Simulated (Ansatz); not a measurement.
# ScTiP (element-swapped structure, charge +1): how the settings move a single-point run

Question: which choices in the input matter for ScTiP (element-swapped structure, charge +1)?

Program: Ansatz 0.2.0. Level of theory: reference: DFT PBE, plane waves, PAW, scalar-relativistic, no spin polarisation. These are calculated values, not measurements.

### Step 1. Starting point

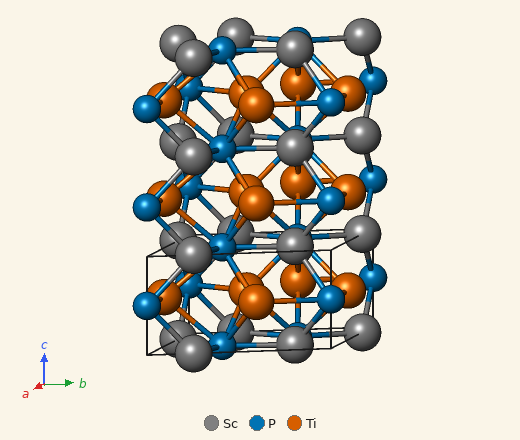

Start, viewed slightly off an axis; scandium grey, phosphorus blue, titanium orange. 1×1×3 cells are drawn. Atoms on the faces are drawn again on the opposite ones.

As a file:

```cif
data_structure
_symmetry_space_group_name_H-M 'P-62m'
_symmetry_Int_Tables_number 189
_cell_length_a 6.7410
_cell_length_b 6.7410
_cell_length_c 3.4650
_cell_angle_alpha 90.000
_cell_angle_beta 90.000
_cell_angle_gamma 120.000
_cell_volume 136.36
loop_
_atom_site_label
_atom_site_type_symbol
_atom_site_symmetry_multiplicity
_atom_site_Wyckoff_symbol
_atom_site_fract_x
_atom_site_fract_y
_atom_site_fract_z
_atom_site_occupancy
Sc1 Sc 3 f 0.25360 0.00000 0.00000 1
P1 P 2 c 0.33333 0.66667 0.00000 1
Ti1 Ti 3 g 0.59370 0.00000 0.50000 1
P2 P 1 b 0.00000 0.00000 0.50000 1
```

### Step 2. The reference run

input.yaml reads:

```yaml
crystal:
  lattice:
    - [6.741015, 0.0, 0.0]
    - [-3.370508, 5.837891, 0.0]
    - [0.0, 0.0, 3.46499]
  atoms:
    - { symbol: Sc, position: [0.2536, 0.0, 0.0] }
    - { symbol: Sc, position: [0.7464, 0.7464, 0.0] }
    - { symbol: Sc, position: [0.0, 0.2536, 0.0] }
    - { symbol: P, position: [0.3333, 0.6667, 0.0] }
    - { symbol: P, position: [0.6667, 0.3333, 0.0] }
    - { symbol: Ti, position: [0.5937, 0.0, 0.5] }
    - { symbol: Ti, position: [0.4063, 0.4063, 0.5] }
    - { symbol: Ti, position: [0.0, 0.5937, 0.5] }
    - { symbol: P, position: [0.0, 0.0, 0.5] }
  symmetry: { tolerance: 0.0003 }
kpoints:
  mp_grid: { grid: [3, 3, 5], shift: [0, 0, 0] }
magnetization:
  spin_polarized: false
scf:
  occupations: { method: fermi_dirac }
hamiltonian:
  pseudopotentials: { kind: paw }
  xc: pbe
total_charge: 1
basis:
  ecutwfc: 420
output:
  forces: true
  stress: true
  eigenvalues: true
```

Command:

```sh
$ ansatz run input.yaml --threads 1 --pin off --max-ram 2560MiB --backend cpu --events-out ev --progress --plain --runs-dir out
```

Log, cut to the lines that bear on the results:

```text
Warning: the atoms were moved onto the symmetric positions of the space group found under crystal.symmetry.tolerance 3.0e-4 (fractional; no operation is sought that the atoms, as they stand in a round, miss by more than twice it, and no atom is moved by as much as it), and the run uses [...]
Warning: RAYON_NUM_THREADS=1 ignored (pool sized by the plan → 1); use --threads N
[...]
Pseudopotentials: kind: paw
Pseudopotential: Sc, paw, valence charge 11, recommended cutoff 420 eV (normal), Sc.paw.azcp
Pseudopotential: P, paw, valence charge 5, recommended cutoff 420 eV (normal), P.paw.azcp
Pseudopotential: Ti, paw, valence charge 12, recommended cutoff 420 eV (normal), Ti.paw.azcp
Functional definition: PBE
[...]
Crystal: 9 atoms, lattice volume = 136.359 Å³
Basis set: ecut = 420 eV, 2675 PW (Γ), exchange–correlation on 96×96×48 points (8 copies of the dense FFT grid, shifted against one another)
Bands: 51, of which v1, the nominal top of the filled ones, is band 42 counted from 1 (41 counted from 0)
Symmetry: 12 space group operations
Space group: P-62m (ITA 189), of the structure as read, at distance tolerance 1.5e-3 Å
k-points: 9 of 45 (time reversal used)
[...]
SCF iter   1: F=—  HF=-16195.682675 eV  |F-HF|=—  |Δ(HF+E_count)|=         —  Δρ=3.80e-2  dr2=2.50e0  ethr=1.77e-3  ⟨swp⟩=6.6  Hψ=1856  notcnv=0
[...]
SCF iter   8: F=-16195.227963 eV  HF=-16195.227963 eV  |F-HF|=4.06e-10  |Δ(HF+E_count)|=   1.16e-8  Δρ=1.04e-6  dr2=1.03e-9  ethr=1.20e-10  ⟨swp⟩=4.1  Hψ=1311  notcnv=0
[...]
SCF converged after 8 iterations
Free energy (F): -16195.227963 eV
[...]
E sigma→0 (E₀):  -16195.098299 eV
Entropy (-TS):   -0.259326 eV (-28.814 meV/atom)
Fermi energy:    13.737258 eV
[...]
--- Forces (eV/Å), atoms counted from 1 ---
  atom   1  Sc     1.36578162     0.00000006    -0.00000000
  atom   2  Sc    -0.68289076    -1.18280161     0.00000000
  atom   3  Sc    -0.68289086     1.18280155    -0.00000000
  atom   4  P     -0.00000000    -0.00000000     0.00000000
  atom   5  P     -0.00000000    -0.00000000    -0.00000000
  atom   6  Ti    -0.29516595    -0.00000001     0.00000000
  atom   7  Ti     0.14758296     0.25562122    -0.00000000
  atom   8  Ti     0.14758298    -0.25562120     0.00000000
[...]
--- Stress (GPa, compression-positive) ---
       23.416613       0.000000      -0.000000
        0.000000      23.416613      -0.000000
       -0.000000      -0.000000      23.621357
  P = ⅓ Tr σ = 23.4849 GPa (234.849 kbar)
--- Band table (eV; the first three rows and the last of 9) ---
[...]
```

Run time: 4.6 s. Hardware: 1 thread of Intel Xeon 6975P-C (Granite Rapids), shared host; peak memory 0.42 GiB.

### Step 3. A run with other settings

input.yaml: that of step 2 with these lines changed.

```diff
@@ -25,3 +25,3 @@
   xc: pbe
-total_charge: 1
+total_charge: 2
 basis:
```

Command:

```sh
$ ansatz run input.yaml --threads 1 --pin off --max-ram 2560MiB --backend cpu --events-out ev --progress --plain --runs-dir out
```

Log, cut to the lines that bear on the results:

```text
Warning: the atoms were moved onto the symmetric positions of the space group found under crystal.symmetry.tolerance 3.0e-4 (fractional; no operation is sought that the atoms, as they stand in a round, miss by more than twice it, and no atom is moved by as much as it), and the run uses [...]
Warning: RAYON_NUM_THREADS=1 ignored (pool sized by the plan → 1); use --threads N
[...]
[... 5 set-up lines as earlier in the session ...]
[...]
Crystal: 9 atoms, lattice volume = 136.359 Å³
Basis set: ecut = 420 eV, 2675 PW (Γ), exchange–correlation on 96×96×48 points (8 copies of the dense FFT grid, shifted against one another)
Bands: 50, of which v1, the nominal top of the filled ones, is band 41 counted from 1 (40 counted from 0)
[... 1 set-up line as earlier in the session ...]
[...]
SCF iter   8: F=-16208.911088 eV  HF=-16208.911088 eV  |F-HF|=1.60e-9  |Δ(HF+E_count)|=   9.08e-8  Δρ=1.82e-6  dr2=3.59e-9  ethr=1.22e-10  ⟨swp⟩=8.6  Hψ=1817  notcnv=0
[...]
SCF converged after 8 iterations
Free energy (F): -16208.911088 eV
[...]
E sigma→0 (E₀):  -16208.743432 eV
Entropy (-TS):   -0.335311 eV (-37.257 meV/atom)
Fermi energy:    13.634837 eV
[...]
--- Forces (eV/Å), atoms counted from 1 ---
  atom   1  Sc     1.58138828     0.00000007    -0.00000000
  atom   2  Sc    -0.79069408    -1.36952246     0.00000000
  atom   3  Sc    -0.79069420     1.36952239    -0.00000000
  atom   4  P     -0.00000000     0.00000000     0.00000000
  atom   5  P     -0.00000000    -0.00000000     0.00000000
  atom   6  Ti    -0.33707604    -0.00000001     0.00000000
  atom   7  Ti     0.16853801     0.29191642    -0.00000000
  atom   8  Ti     0.16853803    -0.29191641     0.00000000
[...]
--- Stress (GPa, compression-positive) ---
       32.490731       0.000000      -0.000000
        0.000000      32.490731      -0.000000
       -0.000000      -0.000000      33.194227
  P = ⅓ Tr σ = 32.7252 GPa (327.252 kbar)
--- Band table (eV; the first three rows and the last of 9) ---
[...]
```

Run time: 4.1 s. Hardware: 1 thread of Intel Xeon 6975P-C (Granite Rapids), shared host; peak memory 0.44 GiB.

### Step 4. Checking the result

The program finished normally, with warnings (structure snapped to symmetry). Its log warns: «the atoms were moved onto the symmetric positions of the space group found under crystal.symmetry.tolerance 3.0e-4 (fractional; no operation is sought that the atoms ...»

Look at the input: total_charge is 2. The typed charge changes the electron count, so this is no longer the system that was meant.

To undo it: set total_charge to 1.

Total energies don't compare across a change of charge; the pressure goes from 23.5 to 32.7 GPa and the largest force goes from 1.37 to 1.58 eV/Å. A charged periodic cell is neutralised by a uniform background, so its energy and pressure also depend on the cell's size.

### Step 5. Changed: mp_grid.grid [1, 1, 2]

input.yaml: that of step 2 with these lines changed.

```diff
@@ -17,3 +17,3 @@
 kpoints:
-  mp_grid: { grid: [3, 3, 5], shift: [0, 0, 0] }
+  mp_grid: { grid: [1, 1, 2], shift: [0, 0, 0] }
 magnetization:
@@ -32 +32,5 @@
   eigenvalues: true
+  write_density: true
+  write_potential: true
+  elf: true
+  volumetric_format: npy
```

Command:

```sh
$ ansatz run input.yaml --threads 1 --pin off --max-ram 2560MiB --backend cpu --events-out ev --progress --plain --runs-dir out
```

Log, cut to the lines that bear on the results:

```text
Warning: the atoms were moved onto the symmetric positions of the space group found under crystal.symmetry.tolerance 3.0e-4 (fractional; no operation is sought that the atoms, as they stand in a round, miss by more than twice it, and no atom is moved by as much as it), and the run uses [...]
Warning: RAYON_NUM_THREADS=1 ignored (pool sized by the plan → 1); use --threads N
[...]
[... 5 set-up lines as earlier in the session ...]
[...]
Crystal: 9 atoms, lattice volume = 136.359 Å³
Basis set: ecut = 420 eV, 2675 PW (Γ), exchange–correlation on 96×96×48 points (8 copies of the dense FFT grid, shifted against one another)
Bands: 51, of which v1, the nominal top of the filled ones, is band 42 counted from 1 (41 counted from 0)
[... 1 set-up line as earlier in the session ...]
[...]
SCF iter   1: F=—  HF=-16195.019862 eV  |F-HF|=—  |Δ(HF+E_count)|=         —  Δρ=3.30e-2  dr2=1.61e0  ethr=1.77e-3  ⟨swp⟩=5.0  Hψ=396  notcnv=0
[...]
SCF iter   8: F=-16194.643078 eV  HF=-16194.643078 eV  |F-HF|=2.37e-8  |Δ(HF+E_count)|=   9.37e-8  Δρ=4.62e-6  dr2=3.34e-8  ethr=1.20e-10  ⟨swp⟩=12.5  Hψ=688  notcnv=0
[...]
SCF converged after 8 iterations
Free energy (F): -16194.643078 eV
[...]
E sigma→0 (E₀):  -16194.439200 eV
Entropy (-TS):   -0.407758 eV (-45.306 meV/atom)
Fermi energy:    13.605296 eV
[...]
--- Forces (eV/Å), atoms counted from 1 ---
  atom   1  Sc     2.14219537     0.00000009    -0.00000000
  atom   2  Sc    -1.07109761    -1.85519566     0.00000000
  atom   3  Sc    -1.07109777     1.85519557    -0.00000000
  atom   4  P     -0.00000000    -0.00000000     0.00000000
  atom   5  P      0.00000000     0.00000000     0.00000000
  atom   6  Ti    -0.79980458    -0.00000003     0.00000000
  atom   7  Ti     0.39990226     0.69265110    -0.00000000
  atom   8  Ti     0.39990232    -0.69265107     0.00000000
[...]
--- Stress (GPa, compression-positive) ---
       26.628553       0.000000       0.000000
        0.000000      26.628553      -0.000000
        0.000000      -0.000000      20.901546
  P = ⅓ Tr σ = 24.7196 GPa (247.196 kbar)
--- Band table (eV) ---
[...]
```

Wall time 1.4 s (1 thread of Intel Xeon 6975P-C (Granite Rapids), shared host); peak memory 0.43 GiB.

Changing the k-point mesh moves the energy by +65.0 meV/atom, and the pressure goes from 23.5 to 24.7 GPa and the largest force goes from 1.37 to 2.14 eV/Å. Sampling errors of the energy have no fixed sign. The variant is not converged in its settings.

### Step 6. Variant: xc_grid 3

input.yaml: that of step 2 with these lines changed.

```diff
@@ -28,2 +28,3 @@
   ecutwfc: 420
+  xc_grid: 3
 output:
```

Command:

```sh
$ ansatz run input.yaml --threads 1 --pin off --max-ram 2560MiB --backend cpu --events-out ev --progress --plain --runs-dir out
```

Log, cut to the lines that bear on the results:

```text
Warning: the atoms were moved onto the symmetric positions of the space group found under crystal.symmetry.tolerance 3.0e-4 (fractional; no operation is sought that the atoms, as they stand in a round, miss by more than twice it, and no atom is moved by as much as it), and the run uses [...]
Warning: RAYON_NUM_THREADS=1 ignored (pool sized by the plan → 1); use --threads N
[...]
[... 5 set-up lines as earlier in the session ...]
[...]
Crystal: 9 atoms, lattice volume = 136.359 Å³
Basis set: ecut = 420 eV, 2675 PW (Γ), exchange–correlation on 144×144×72 points (27 copies of the dense FFT grid, shifted against one another)
Bands: 51, of which v1, the nominal top of the filled ones, is band 42 counted from 1 (41 counted from 0)
[... 1 set-up line as earlier in the session ...]
[...]
SCF iter   8: F=-16195.227964 eV  HF=-16195.227964 eV  |F-HF|=4.62e-10  |Δ(HF+E_count)|=   1.28e-8  Δρ=1.07e-6  dr2=1.08e-9  ethr=1.20e-10  ⟨swp⟩=6.9  Hψ=1647  notcnv=0
[...]
SCF converged after 8 iterations
Free energy (F): -16195.227964 eV
[...]
E sigma→0 (E₀):  -16195.098301 eV
Entropy (-TS):   -0.259326 eV (-28.814 meV/atom)
Fermi energy:    13.737256 eV
[...]
--- Forces (eV/Å), atoms counted from 1 ---
  atom   1  Sc     1.36579112     0.00000006    -0.00000000
  atom   2  Sc    -0.68289551    -1.18280983     0.00000000
  atom   3  Sc    -0.68289561     1.18280978    -0.00000000
  atom   4  P     -0.00000000    -0.00000000     0.00000000
  atom   5  P     -0.00000000    -0.00000000    -0.00000000
  atom   6  Ti    -0.29516867    -0.00000001     0.00000000
  atom   7  Ti     0.14758432     0.25562357    -0.00000000
  atom   8  Ti     0.14758435    -0.25562356     0.00000000
[...]
--- Stress (GPa, compression-positive) ---
       23.416707       0.000000      -0.000000
        0.000000      23.416707      -0.000000
       -0.000000      -0.000000      23.621471
  P = ⅓ Tr σ = 23.4850 GPa (234.850 kbar)
--- Band table (eV; the first three rows and the last of 9) ---
[...]
```

It took 4.4 s on 1 thread of Intel Xeon 6975P-C (Granite Rapids), shared host; peak memory 0.47 GiB.

Changing the numerical grids leaves the energy as it was (0.0 meV/atom).

### Step 7. Variant: occupations.method tetrahedron

input.yaml: that of step 2 with these lines changed.

```diff
@@ -21,3 +21,3 @@
 scf:
-  occupations: { method: fermi_dirac }
+  occupations: { method: tetrahedron }
 hamiltonian:
@@ -32 +32,5 @@
   eigenvalues: true
+  write_density: true
+  write_potential: true
+  elf: true
+  volumetric_format: npy
```

Command:

```sh
$ ansatz run input.yaml --threads 1 --pin off --max-ram 2560MiB --backend cpu --events-out ev --progress --plain --runs-dir out
```

Log, cut to the lines that bear on the results:

```text
Warning: output.forces, output.stress, relax.cell or npt_langevin: where a Kohn–Sham band that disperses or a degenerate level is filled in part under the method tetrahedron, the forces or the stress that this run publishes need not agree with its energy (scf.occupations.method in the [...]
Warning: the atoms were moved onto the symmetric positions of the space group found under crystal.symmetry.tolerance 3.0e-4 (fractional; no operation is sought that the atoms, as they stand in a round, miss by more than twice it, and no atom is moved by as much as it), and the run uses [...]
Warning: RAYON_NUM_THREADS=1 ignored (pool sized by the plan → 1); use --threads N
band count auto-derived: 52 (N_el = 83.0; filled up to band 42; 51 by the electrons, moments and atoms)
[...]
[... 5 set-up lines as earlier in the session ...]
[...]
Crystal: 9 atoms, lattice volume = 136.359 Å³
[...]
SCF iter   9: F=-16195.102994 eV  HF=-16195.102994 eV  |F-HF|=7.31e-10  |Δ(HF+E_count)|=   1.91e-6  Δρ=1.00e-6  dr2=1.51e-9  ethr=1.20e-10  ⟨swp⟩=13.9  Hψ=2870  notcnv=0
[...]
SCF converged after 9 iterations
Stability not checked: this state was not tested for a lower state beside it, because cold or Methfessel-Paxton smearing, or corrected tetrahedra, fill the levels in a way that the test cannot read (fill_not_monotonic; see scf.lower_state_search)
Free energy (F): -16195.102994 eV
[...]
E sigma→0 (E₀):  -16195.102994 eV
Entropy (-TS):   -0.028059 eV (-3.118 meV/atom)
Fermi energy:    13.703519 eV
[...]
--- Forces (eV/Å), atoms counted from 1 ---
  atom   1  Sc     1.29592175     0.00000006    -0.00000000
  atom   2  Sc    -0.64796083    -1.12230118     0.00000000
  atom   3  Sc    -0.64796092     1.12230113    -0.00000000
  atom   4  P     -0.00000000    -0.00000000     0.00000000
  atom   5  P     -0.00000000    -0.00000000    -0.00000000
  atom   6  Ti    -0.27194709    -0.00000001     0.00000000
  atom   7  Ti     0.13597353     0.23551309    -0.00000000
  atom   8  Ti     0.13597356    -0.23551308     0.00000000
[...]
--- Stress (GPa, compression-positive) ---
       23.608171       0.000000      -0.000000
        0.000000      23.608171      -0.000000
       -0.000000      -0.000000      23.006279
  P = ⅓ Tr σ = 23.4075 GPa (234.075 kbar)
--- Band table (eV; the first three rows and the last of 9) ---
[...]
```

It took 4.6 s on 1 thread of Intel Xeon 6975P-C (Granite Rapids), shared host; peak memory 0.42 GiB.

Changing the smearing moves the energy by -0.5 meV/atom (σ→0 values), and the largest force goes from 1.37 to 1.30 eV/Å.

### Step 8. Side by side

```tsv
run	ending	energy change	pressure (GPa)	gap (eV)	force (eV/Å)	cycles	time
reference	converged	0	23.5	0.00	1.37	8	4.6 s
1: total_charge 2	converged	not comparable	32.7	0.00	1.58	8	4.1 s
2: mp_grid.grid [1, 1, 2]	converged	+65.0 meV/atom	24.7	0.00	2.14	8	1.4 s
3: xc_grid 3	converged	0.0 meV/atom	23.5	0.00	1.37	8	4.4 s
4: occupations.method tetrahedron	converged	-0.5 meV/atom (σ→0)	23.4	0.00	1.30	9	4.6 s
```

Times don't compare one to one where runs were asked for different outputs or read a saved state (see the inputs); cycles may leave out searches for a lower state.

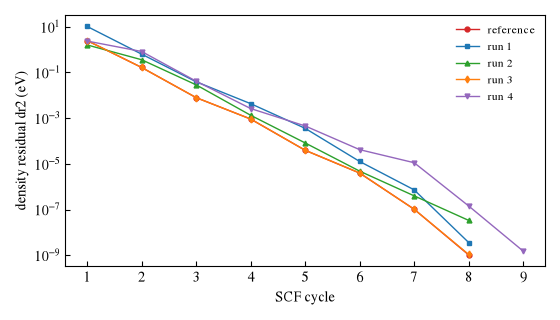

Residual by cycle in the longest SCF loop of each run; runs are numbered as in the table.

The structure is not at rest: the sound run finds 23 GPa, so these are no properties of the relaxed crystal. The reference leaves spin out although Ti can carry a moment, so its state need not be the lowest.

The reference has limits of its own: its mesh is coarse for a cell with so small a gap or none; the charged cell sits in a uniform background, which enters energy and pressure; the structure is made up and not relaxed.
